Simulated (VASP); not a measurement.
# Ni(111) over its thickness, part 6 of 8

Aim: follow surface energy, work function and relaxation of Ni(111) with the number of layers.

VASP 6.6.1, plane waves and PAW; the level of theory is named at each step.

Still holding for the runs below: The magnetic state follows from one typed start and may not be the lowest.

So far. Step 13 (The vacuum level, layers 8): The vacuum level lies 5.02 eV above the Fermi level at the upper face; both faces agree, as the slab has next to no dipole. Step 14 (Surface relaxation, layers 9): The run ended after 13 ionic steps, 0.005 eV below its first step, once the forces on the free atoms met EDIFFG = -0.01.

### Step 15. The vacuum level, layers 9

Level of this step: PBE, spin-polarised from a ferromagnetic start; plane waves and PAW (Ni) (VASP).

INCAR reads:

```
SYSTEM = Ni
PREC = Normal
ENCUT = 320
EDIFF = 1E-06
NELM = 120
ISMEAR = 1
SIGMA = 0.15
LREAL = .FALSE.
ALGO = Fast
GGA = PE
NBANDS = 66
ISPIN = 2
MAGMOM = 1 1 1 1 1 1 1 1 1
LASPH = .TRUE.
LMAXMIX = 4
LORBIT = 11
LWAVE = .FALSE.
LCHARG = .FALSE.
KPAR = 4
IDIPOL = 3
LDIPOL = .TRUE.
DIPOL = 0.5 0.5 0.5
LVHAR = .TRUE.
LVACPOTAV = .TRUE.
```

POSCAR reads:

```
Ni
1.0
    2.4861695742      0.0000000000      0.0000000000
    1.2430847871      2.1530860094      0.0000000000
    0.0000000000      0.0000000000     31.2395916556
Ni
9
Direct
    0.3333333300      0.3333333300      0.2407515999
    0.6666666700      0.6666666700      0.3048273617
    0.0000000000      0.0000000000      0.3697546355
    0.3333333300      0.3333333300      0.4348517595
    0.6666666700      0.6666666700      0.5000000000
    0.0000000000      0.0000000000      0.5651482405
    0.3333333300      0.3333333300      0.6302453645
    0.6666666700      0.6666666700      0.6951726383
    0.0000000000      0.0000000000      0.7592484001
```

KPOINTS reads:

```
Automatic mesh
0
Gamma
15 15 1
0 0 0
```

Potentials, in the order of the species: Ni (PBE family, release 64).

Run with:

```console
$ mpirun -np 4 vasp_std
```

The log of the run:

```text
[... set-up lines as in an earlier step ...]
 entering main loop
       N       E                     dE             d eps       ncg     rms          rms(c)
DAV:   1     0.575615748749E+03    0.57562E+03   -0.29757E+04  7248   0.123E+03
DAV:   2    -0.233376288315E+01   -0.57795E+03   -0.54278E+03  7128   0.299E+02
DAV:   3    -0.557347408830E+02   -0.53401E+02   -0.48443E+02  7590   0.118E+02
DAV:   4    -0.568580961526E+02   -0.11234E+01   -0.11196E+01  7802   0.201E+01
[...]
RMM:  49    -0.480492691903E+02   -0.14190E-05   -0.42848E-08  4756   0.138E-03    0.125E-03
RMM:  50    -0.480492703064E+02   -0.11161E-05   -0.41750E-08  4617   0.135E-03    0.154E-03
RMM:  51    -0.480492704005E+02   -0.94074E-07   -0.15746E-08  3834   0.948E-04
 [... a notice as in an earlier step ...]

   1 F= -.48049270E+02 E0= -.48047738E+02  d E =-.459614E-02  mag=     6.0136
```

The job ended after 3.7 min (4 MPI ranks of Intel Xeon Platinum 8488C (Sapphire Rapids), shared host; peak memory 1.2 GiB; 15 min of CPU time).

OUTCAR, selected parts (step 15):

```text
  Total       -1.3068456     -1.3068456     -0.1607806      0.0000000      0.0000000      0.0000000
  in kB      -12.5209533    -12.5209533     -1.5404474      0.0000000      0.0000000      0.0000000
  external PRESSURE =      -8.8607846 kB  Pullay stress =       0.0000000 kB

 POSITION                                       TOTAL-FORCE (eV/Angst)
 -----------------------------------------------------------------------------------
      1.24308      0.71770      7.52098        -0.000000     -0.000000      0.006447
      2.48617      1.43539      9.52268         0.000000      0.000000      0.004544
      0.00000      0.00000     11.55098         0.000000     -0.000000      0.005441
      1.24308      0.71770     13.58459         0.000000     -0.000000      0.005464
      2.48617      1.43539     15.61980         0.000000     -0.000000     -0.000000
      0.00000      0.00000     17.65500         0.000000     -0.000000     -0.005464
      1.24308      0.71770     19.68861         0.000000      0.000000     -0.005441
      2.48617      1.43539     21.71691        -0.000000     -0.000000     -0.004544
      0.00000      0.00000     23.71861        -0.000000      0.000000     -0.006447
 -----------------------------------------------------------------------------------
    total drift:                                0.000000      0.000000      0.000003

  FREE ENERGIE OF THE ION-ELECTRON SYSTEM (eV)
  ---------------------------------------------------
  free  energy   TOTEN  =       -48.0492704005 eV

  energy  without entropy=      -48.0446742588  energy(sigma->0) =      -48.04773835

[... 3 parts as in an earlier step ...]

[... 1 further part left out ...]
[key lines of the parts left out:]
E-fermi :   3.4553
```

The planar average of the electrostatic potential oscillates, so the rows of the table below give means over windows of 2.01 Å about each position, cut where the curve ends. Its maxima inside the range that stand out by 2 % of the span (Å: eV): 8.5: -0.413, 10.5: -0.327, 12.6: -0.229, 14.6: -0.161, 16.6: -0.161, 18.6: -0.229, 20.8: -0.327, 22.8: -0.413. Its minima: 7.5: -20.6, 9.5: -20.8, 11.6: -20.7, 13.6: -20.8, 15.6: -20.9, 17.6: -20.8, 19.6: -20.7, 21.8: -20.8, 23.8: -20.6.

Zero at the Fermi level. The planar average of the electrostatic potential by height; means over each step:

| height (Å) | planar average of the electrostatic potential (eV) |
| --- | --- |
| 1.00 | 5.04 |
| 3.01 | 5.04 |
| 5.02 | 4.86 |
| 7.03 | -7.81 |
| 9.04 | -9.58 |
| 11.05 | -9.45 |
| 13.06 | -9.39 |
| 15.07 | -9.37 |
| 17.08 | -9.35 |
| 19.09 | -9.37 |
| 21.10 | -9.44 |
| 23.11 | -9.52 |
| 25.12 | 1.84 |
| 27.13 | 5.03 |
| 29.14 | 5.04 |

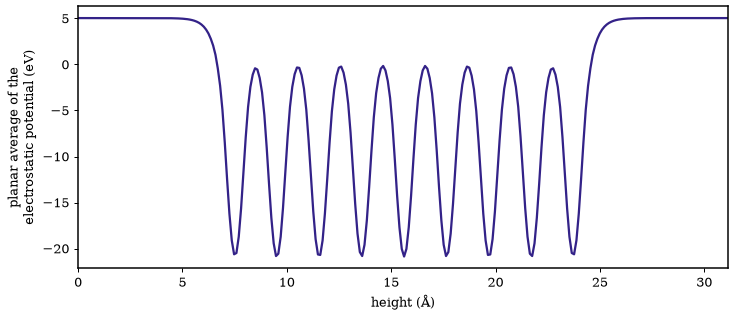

Planar average of the electrostatic potential, plotted against height.

The vacuum level lies 5.04 eV above the Fermi level at the upper face; both faces agree, as the slab has next to no dipole.

The program found no field-free point at its default tolerance, but its printed level agrees with the flat part of the planar average.

### Step 16. Surface relaxation, layers 10

System of this step: Ni(111). The cell holds 10 atoms: 10 Ni. Its edges and angles: a = 2.486 Å, b = 2.486 Å, c = 33.270 Å, α = 90.0°, β = 90.0°, γ = 60.0°. It derives from Ni. 10 layers of fcc Ni, cut at this functional's lattice. Vacuum lies along c.

INCAR reads:

```
SYSTEM = Ni
PREC = Normal
ENCUT = 320
EDIFF = 1E-06
NELM = 120
ISMEAR = 1
SIGMA = 0.15
LREAL = .FALSE.
ALGO = Fast
GGA = PE
NBANDS = 73
ISPIN = 2
MAGMOM = 1 1 1 1 1 1 1 1 1 1
LASPH = .TRUE.
LMAXMIX = 4
LORBIT = 11
LWAVE = .FALSE.
LCHARG = .FALSE.
KPAR = 4
IBRION = 2
NSW = 50
ISIF = 2
EDIFFG = -0.01
POTIM = 0.4
MAXMIX = 40
```

POSCAR reads:

```
Ni
1.0
    2.4861695742      0.0000000000      0.0000000000
    1.2430847871      2.1530860094      0.0000000000
    0.0000000000      0.0000000000     33.2695406125
Ni
10
Direct
    0.0000000000      0.0000000000      0.2254314300
    0.3333333300      0.3333333300      0.2864466700
    0.6666666700      0.6666666700      0.3474619000
    0.0000000000      0.0000000000      0.4084771400
    0.3333333300      0.3333333300      0.4694923800
    0.6666666700      0.6666666700      0.5305076200
    0.0000000000      0.0000000000      0.5915228600
    0.3333333300      0.3333333300      0.6525381000
    0.6666666700      0.6666666700      0.7135533300
    0.0000000000      0.0000000000      0.7745685700
```

KPOINTS is that of step 15.

Run with:

```console
$ mpirun -np 4 vasp_std
```

The log of the run:

```text
[banner, memory and clock lines left out]
running    4 mpi-ranks, on    1 nodes
[...]
LDA part: xc-table for (Slater+PW92), standard interpolation
 POSCAR, INCAR and KPOINTS ok, starting setup
[...]
entering main loop
       N       E                     dE             d eps       ncg     rms          rms(c)
DAV:   1     0.648335353906E+03    0.64834E+03   -0.33113E+04  7996   0.126E+03
DAV:   2     0.683963571519E+00   -0.64765E+03   -0.60646E+03  7884   0.304E+02
DAV:   3    -0.618936161520E+02   -0.62578E+02   -0.56202E+02  8340   0.121E+02
DAV:   4    -0.633496645889E+02   -0.14560E+01   -0.14503E+01  8684   0.219E+01
[...]
RMM:  54    -0.535212333589E+02   -0.48528E-05   -0.10041E-07  4264   0.189E-03    0.125E-03
RMM:  55    -0.535212348379E+02   -0.14790E-05   -0.56050E-08  3913   0.145E-03    0.175E-03
RMM:  56    -0.535212349425E+02   -0.10462E-06   -0.15647E-08  2881   0.890E-04
   1 F= -.53521235E+02 E0= -.53519470E+02  d E =-.535212E+02  mag=     6.5257
[... from here on, the cycles between the ionic steps are left out ...]
   2 F= -.53523742E+02 E0= -.53522009E+02  d E =-.250742E-02  mag=     6.5252
   3 F= -.53524931E+02 E0= -.53523245E+02  d E =-.369633E-02  mag=     6.5246
   4 F= -.53524944E+02 E0= -.53523264E+02  d E =-.370950E-02  mag=     6.5246
   5 F= -.53525261E+02 E0= -.53523614E+02  d E =-.316797E-03  mag=     6.5240
   6 F= -.53525443E+02 E0= -.53523850E+02  d E =-.498698E-03  mag=     6.5232
   7 F= -.53525442E+02 E0= -.53523846E+02  d E =-.497980E-03  mag=     6.5232
   8 F= -.53525443E+02 E0= -.53523849E+02  d E =-.499030E-03  mag=     6.5232
   9 F= -.53525523E+02 E0= -.53523933E+02  d E =-.797410E-04  mag=     6.5229
 trial-energy change:   -0.000080  1 .order   -0.000078   -0.000105   -0.000052
 step:   3.2461(harm=  3.2461)  dis= 0.00325  next Energy=   -53.525547 (dE=-0.104E-03)
 reached required accuracy - stopping structural energy minimisation
```

It took 9.7 min on 4 MPI ranks; peak memory 1.4 GiB; 39 min of CPU time.

Parts of OUTCAR (step 16):

```text
  Total       -1.3657777     -1.3657777     -0.2709751      0.0000000      0.0000000      0.0000000
  in kB      -12.2871641    -12.2871641     -2.4378170      0.0000000      0.0000000      0.0000000
  external PRESSURE =      -9.0040484 kB  Pullay stress =       0.0000000 kB

 POSITION                                       TOTAL-FORCE (eV/Angst)
 -----------------------------------------------------------------------------------
      1.24308      2.15309      7.51810        -0.000000      0.000000      0.003055
      1.24308      0.71770      9.52106        -0.000000     -0.000000      0.002161
      2.48617      1.43539     11.55065         0.000000      0.000000      0.005478
      0.00000      0.00000     13.58628         0.000000      0.000000     -0.008717
      1.24308      0.71770     15.61832        -0.000000      0.000000     -0.009205
      2.48617      1.43539     17.65122         0.000000      0.000000      0.009205
      0.00000      0.00000     19.68326        -0.000000     -0.000000      0.008717
      1.24308      0.71770     21.71889        -0.000000     -0.000000     -0.005478
      2.48617      1.43539     23.74848         0.000000      0.000000     -0.002161
      2.48617      0.00000     25.75144         0.000000     -0.000000     -0.003055
 -----------------------------------------------------------------------------------
    total drift:                                0.000000      0.000000      0.000000

  FREE ENERGIE OF THE ION-ELECTRON SYSTEM (eV)
  ---------------------------------------------------
  free  energy   TOTEN  =       -53.5255232177 eV

  energy  without entropy=      -53.5207512639  energy(sigma->0) =      -53.52393257

 magnetization (x)
# of ion       s       p       d       tot
------------------------------------------
    1       -0.006  -0.024   0.721   0.692
    2       -0.006  -0.026   0.722   0.690
    3       -0.007  -0.026   0.686   0.653
    4       -0.006  -0.025   0.678   0.646
    5       -0.007  -0.024   0.679   0.648
    6       -0.007  -0.024   0.679   0.648
    7       -0.006  -0.025   0.678   0.646
    8       -0.007  -0.026   0.686   0.653
    9       -0.006  -0.026   0.722   0.690
   10       -0.006  -0.024   0.721   0.692
--------------------------------------------------
tot         -0.064  -0.251   6.972   6.657

[... 1 part as in an earlier step ...]

[... 3 further parts left out ...]
[key lines of the parts left out:]
E-fermi :   3.8221
```

Spin moment in the PAW sphere by atom:

| atom | spin moment in the PAW sphere (μB) |
| --- | --- |
| Ni1 | 0.692 |
| Ni2 | 0.690 |
| Ni3 | 0.653 |
| Ni4 | 0.646 |
| Ni5 | 0.648 |
| Ni6 | 0.648 |
| Ni7 | 0.646 |
| Ni8 | 0.653 |
| Ni9 | 0.690 |
| Ni10 | 0.692 |

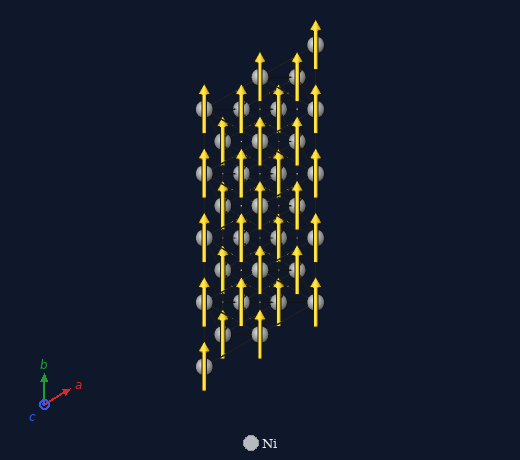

Spin moment in the PAW sphere as arrows, the longest 0.692 μB. Up and down stand for the sign. Arrows give size and sign along the axis of quantisation, drawn up and down the page. 2×4×1 cells are drawn. Some periodic images of atoms are drawn too.

The run ended after 9 ionic steps, 0.004 eV below its first step, once the forces on the free atoms met EDIFFG = -0.01.

### Step 17. The vacuum level, layers 10

INCAR, as its differences from that of step 16:

```diff
@@ -19,7 +19,6 @@
 KPAR = 4
-IBRION = 2
-NSW = 50
-ISIF = 2
-EDIFFG = -0.01
-POTIM = 0.4
-MAXMIX = 40
+IDIPOL = 3
+LDIPOL = .TRUE.
+DIPOL = 0.5 0.5 0.5
+LVHAR = .TRUE.
+LVACPOTAV = .TRUE.
```

POSCAR reads:

```
Ni
1.0
    2.4861695742      0.0000000000      0.0000000000
    1.2430847871      2.1530860094      0.0000000000
    0.0000000000      0.0000000000     33.2695406125
Ni
10
Direct
    0.0000000000      0.0000000000      0.2259755009
    0.3333333300      0.3333333300      0.2861793901
    0.6666666700      0.6666666700      0.3471838912
    0.0000000000      0.0000000000      0.4083698079
    0.3333333300      0.3333333300      0.4694479162
    0.6666666700      0.6666666700      0.5305520838
    0.0000000000      0.0000000000      0.5916301921
    0.3333333300      0.3333333300      0.6528161088
    0.6666666700      0.6666666700      0.7138206099
    0.0000000000      0.0000000000      0.7740244991
```

KPOINTS is that of step 16.

Run with:

```console
$ mpirun -np 4 vasp_std
```

The log of the run:

```text
[... set-up lines as in an earlier step ...]
 entering main loop
       N       E                     dE             d eps       ncg     rms          rms(c)
DAV:   1     0.648643569866E+03    0.64864E+03   -0.33117E+04  7996   0.126E+03
DAV:   2     0.807177401857E+00   -0.64784E+03   -0.60668E+03  7892   0.304E+02
DAV:   3    -0.618843144392E+02   -0.62691E+02   -0.56325E+02  8334   0.121E+02
DAV:   4    -0.633464667510E+02   -0.14622E+01   -0.14564E+01  8700   0.219E+01
[...]
RMM:  50    -0.535255221974E+02   -0.23507E-05   -0.53031E-08  5433   0.150E-03    0.173E-03
RMM:  51    -0.535255236341E+02   -0.14367E-05   -0.36293E-08  5069   0.124E-03    0.943E-04
RMM:  52    -0.535255242688E+02   -0.63469E-06   -0.19354E-08  4565   0.983E-04
 [... a notice as in an earlier step ...]

   1 F= -.53525524E+02 E0= -.53523936E+02  d E =-.476561E-02  mag=     6.5230
```

Wall time 5 min (4 MPI ranks); peak memory 1.4 GiB.

OUTCAR, selected parts (step 17):

```text
  Total       -1.3725807     -1.3725807     -0.2771778     -0.0000000      0.0000000      0.0000000
  in kB      -12.3483669    -12.3483669     -2.4936191     -0.0000000      0.0000000      0.0000000
  external PRESSURE =      -9.0634510 kB  Pullay stress =       0.0000000 kB

 POSITION                                       TOTAL-FORCE (eV/Angst)
 -----------------------------------------------------------------------------------
      0.00000      0.00000      7.51810        -0.000000      0.000000      0.002866
      1.24308      0.71770      9.52106        -0.000000     -0.000000      0.001949
      2.48617      1.43539     11.55065         0.000000     -0.000000      0.005666
      0.00000      0.00000     13.58628         0.000000      0.000000     -0.008707
      1.24308      0.71770     15.61832         0.000000      0.000000     -0.009243
      2.48617      1.43539     17.65122         0.000000      0.000000      0.009243
      0.00000      0.00000     19.68326         0.000000     -0.000000      0.008707
      1.24308      0.71770     21.71889        -0.000000      0.000000     -0.005666
      2.48617      1.43539     23.74848         0.000000      0.000000     -0.001949
      0.00000      0.00000     25.75144        -0.000000     -0.000000     -0.002866
 -----------------------------------------------------------------------------------
    total drift:                                0.000000      0.000000     -0.000000

  FREE ENERGIE OF THE ION-ELECTRON SYSTEM (eV)
  ---------------------------------------------------
  free  energy   TOTEN  =       -53.5255242688 eV

  energy  without entropy=      -53.5207586593  energy(sigma->0) =      -53.52393573

[... 3 parts as in an earlier step ...]

[... 1 further part left out ...]
[key lines of the parts left out:]
E-fermi :   3.8226
```

The vacuum level lies 5.04 eV above the Fermi level at the upper face; both faces agree, as the slab has next to no dipole.

The program found no field-free point at its default tolerance, and its printed vacuum level lies off the flat part of the planar average, by -0.01 eV at the upper face; the levels here are read from the flat part.

[end of part 6 of 8]

[Lines on the potential files, build, host, timing and source positions are cut from VASP's logs without a mark.]

[Logs are printed without paths, hosts, clocks, repeated set-up lines and the standing remarks that a program may print on its own settings, such as how far it seeks lower states.]

[Hosts, paths, dates, database ids (printed as entryN), source tags and the programs' standing remarks are cut or masked in the printed files.]

[Runs that stopped without an error message from VASP are left out.]
